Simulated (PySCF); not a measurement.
# C₃H₈N₂SSi: electronic excitations

Aim: predict the electronic excitations of C₃H₈N₂SSi (`C#CCS[SiH](N)N`).

Programs: PySCF 2.14.0, with density-fitted response routines of our own. Each step states its level of theory. These are calculated values for one molecule in the gas phase, unless marked as measured. Atoms are numbered from 0 throughout.

## 1. The starting structure

15 atoms, charge 0, multiplicity 1; geometry from: GFN2-xTB.

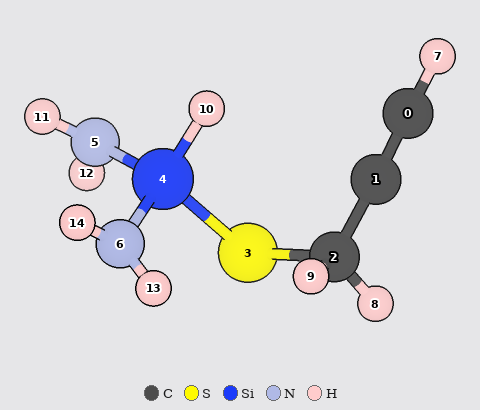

The starting geometry (carbon dark grey, sulfur yellow, silicon blue, nitrogen light blue, hydrogen pink), atoms numbered.

## 2. TDDFT and polarisability: wB97X-D/def2-SVPD

What the job is given:

```
{"job": {"kind": "uv", "xc": "wB97X-D", "basis": "def2-SVPD", "nstates": 8, "ntriplets": 3}, "charge": 0, "multiplicity": 1}
C      3.120373     0.719489     0.124218
C      2.398316    -0.206622    -0.110180
C      1.483728    -1.271049    -0.422674
S      0.052821    -0.678656    -1.421268
Si    -1.013854     0.448487     0.068729
N     -2.041408     1.492074    -0.819755
N     -1.837722    -0.717220     1.038847
H      3.774406     1.511491     0.335685
H      1.971801    -2.024189    -1.042804
H      1.100756    -1.737282     0.486210
H     -0.063278     1.287592     0.792512
H     -2.787247     1.969532    -0.345527
H     -2.317417     1.240567    -1.753810
H     -1.423291    -1.610547     1.247471
H     -2.422397    -0.415678     1.800435
```

With the program's defaults for keys left out, this is: TDDFT wB97X-D/def2-SVPD, vertical, gas phase, core orbitals frozen in the response.

The run is started by

```console
$ OMP_NUM_THREADS=1 python probes_run.py task.json out
```

This one command runs all jobs of the session in turn.

The program printed:

```text
coarse grid: 13592 points
cycle   1  E = -915.6851417091  dE =  8.572e-01  |g| = 5.809e-01  |ddm| = 7.785e+00
cycle   2  E = -915.7116223142  dE = -2.648e-02  |g| = 5.254e-01  |ddm| = 2.228e+00
cycle   3  E = -915.7714798014  dE = -5.986e-02  |g| = 7.091e-02  |ddm| = 9.123e-01
cycle   4  E = -915.7724341691  dE = -9.544e-04  |g| = 4.449e-02  |ddm| = 2.017e-01
cycle   5  E = -915.7729218190  dE = -4.876e-04  |g| = 1.109e-02  |ddm| = 1.326e-01
cycle   6  E = -915.7729544252  dE = -3.261e-05  |g| = 2.452e-03  |ddm| = 3.604e-02
cycle   7  E = -915.7729567024  dE = -2.277e-06  |g| = 6.324e-04  |ddm| = 1.526e-02
final grid: 122256 points
cycle   8  E = -915.8766150414  dE = -8.210e-05  |g| = 7.826e-03  |ddm| = 1.920e-01
cycle   9  E = -915.8766172137  dE = -2.172e-06  |g| = 7.442e-03  |ddm| = 2.269e-02
cycle  10  E = -915.8766289233  dE = -1.171e-05  |g| = 4.845e-04  |ddm| = 1.040e-02
cycle  11  E = -915.8766290044  dE = -8.111e-08  |g| = 2.123e-04  |ddm| = 2.356e-03
cycle  12  E = -915.8766290210  dE = -1.662e-08  |g| = 7.360e-05  |ddm| = 1.080e-03
cycle  13  E = -915.8766290229  dE = -1.892e-09  |g| = 3.470e-05  |ddm| = 2.661e-04
cycle  14  E = -915.8766290233  dE = -4.534e-10  |g| = 1.373e-05  |ddm| = 1.306e-04
converged SCF energy = -915.8766290233

Static polarisability (au): isotropic 95.117, principal 82.617 92.000 110.734

Singlet excitations
state   eV       nm        f      main configurations
  1   5.3954    229.8   0.00210   H->L 0.81
  2   6.3040    196.7   0.00168   H-4->L 0.17, H-1->L 0.16, H-2->L 0.13
  3   6.3630    194.9   0.04106   H->L+2 0.64, H->L+1 0.21
  4   6.5501    189.3   0.01773   H-1->L 0.31, H-2->L 0.28, H-1->L+1 0.12
  5   6.6351    186.9   0.00249   H-3->L 0.16, H->L+2 0.10, H->L+1 0.10
  6   6.7117    184.7   0.02311   H-2->L 0.18, H-3->L+5 0.13, H->L+1 0.09
  7   6.7241    184.4   0.04829   H-4->L 0.22, H-3->L 0.13, H-3->L+2 0.10
  8   6.9777    177.7   0.02218   H-1->L+1 0.53, H-1->L 0.15

Triplet excitations (Tamm-Dancoff, eV): 4.8806 5.4101 5.8718
```

It took 49 s on 1 thread of Arm Neoverse V1, shared host; peak memory 0.9 GiB.

Frontier orbitals and where they lie:

```
orbital     eV                       atoms
 HOMO−3  -9.75   C0 31 %, C1 28 %, S3 18 %
 HOMO−2  -9.54   N5 52 %, Si4 10 %, C0 6 %
 HOMO−1  -9.34   N6 52 %, Si4 10 %, N5 7 %
   HOMO  -8.68     S3 70 %, C2 7 %, C1 6 %
   LUMO   1.53  S3 35 %, Si4 15 %, C2 11 %
 LUMO+1   1.96  S3 20 %, Si4 18 %, H13 9 %
 LUMO+2   2.10  S3 34 %, Si4 12 %, C0 10 %
```

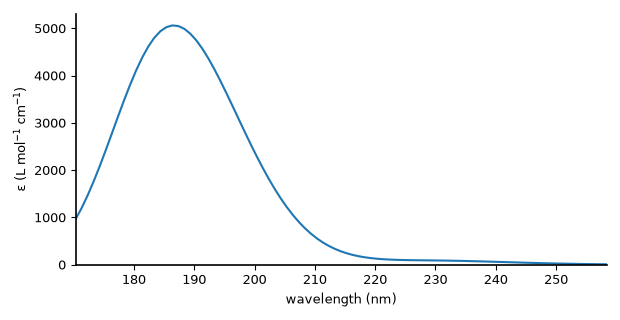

Absorption spectrum: each of the 8 states is a Gaussian band of 0.4 eV half-width at 1/e. Beyond the last state computed it falls off for lack of states.

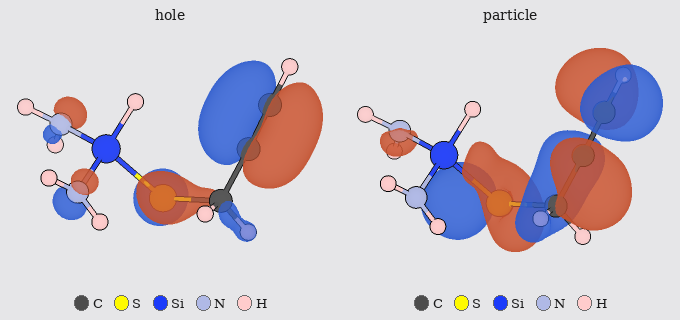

Leading natural transition orbitals of singlet state 7: the electron leaves the hole (left) for the particle orbital (right).

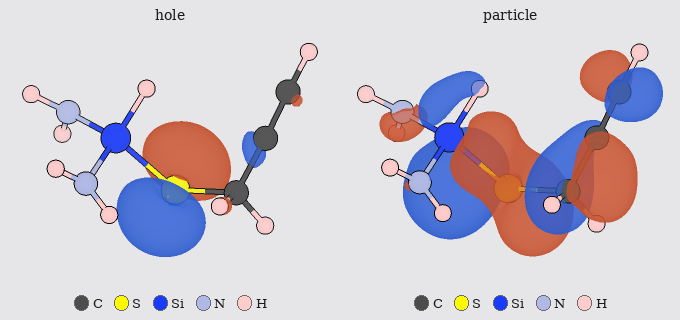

Leading natural transition orbitals of singlet state 1: the electron leaves the hole (left) for the particle orbital (right).

Ground-state properties from the same run:

```
           property  computed
  dipole moment (D)      2.35
polarisability (Å³)     14.09
 HOMO–LUMO gap (eV)     10.22
      −ε(HOMO) (eV)      8.68
```

The fields below are evaluated on a grid from the run's orbitals.

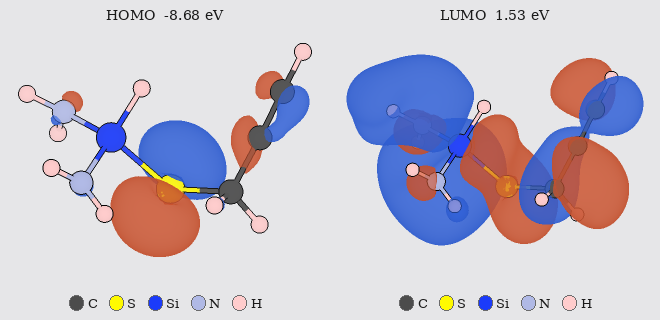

Frontier orbitals at wB97X-D/def2-SVPD; each surface holds 70 % of the orbital's density, blue and red mark the sign.

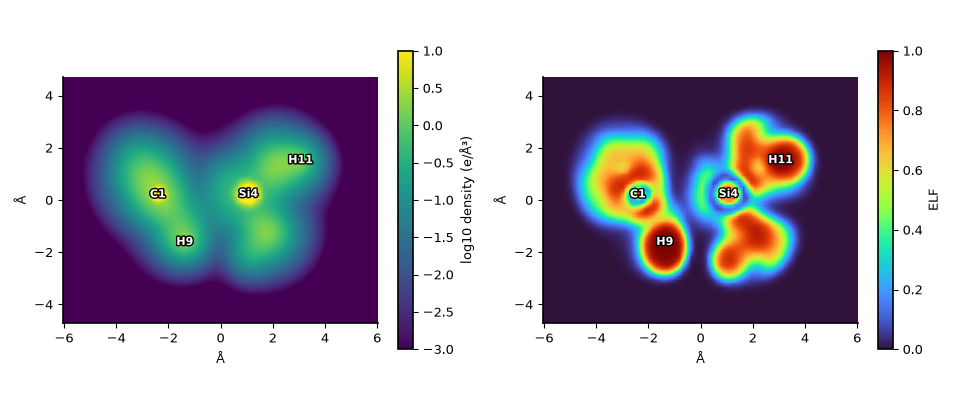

Density (left) and ELF (right) in a plane through or near 4 of the atoms.

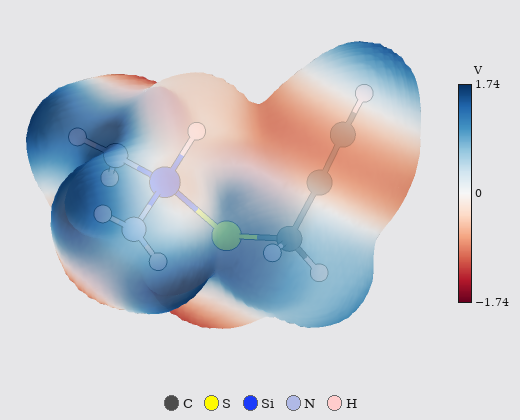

The potential that a unit positive charge feels on the 0.002 e/bohr³ surface, from -1.32 V near N5 to 1.74 V near H11.

## 3. Results

| quantity | value |
| --- | --- |
| lowest singlet (wB97X-D/def2-SVPD) | 5.40 eV (230 nm), f = 0.002 |
| brightest single state of those computed | state 7, 6.72 eV, f = 0.048 |
| lowest triplet | 4.88 eV |
| surface potential, least and greatest | -1.32 V and 1.74 V |

**Reading.** The first singlet state (HOMO→LUMO 0.81) lies at 5.40 eV and is weak; of the 8 states computed, the strongest absorption comes from states 6 to 7 together at 6.72 eV. The lowest triplet lies 0.51 eV below the lowest singlet (triplets in Tamm-Dancoff, singlets in full TDDFT).
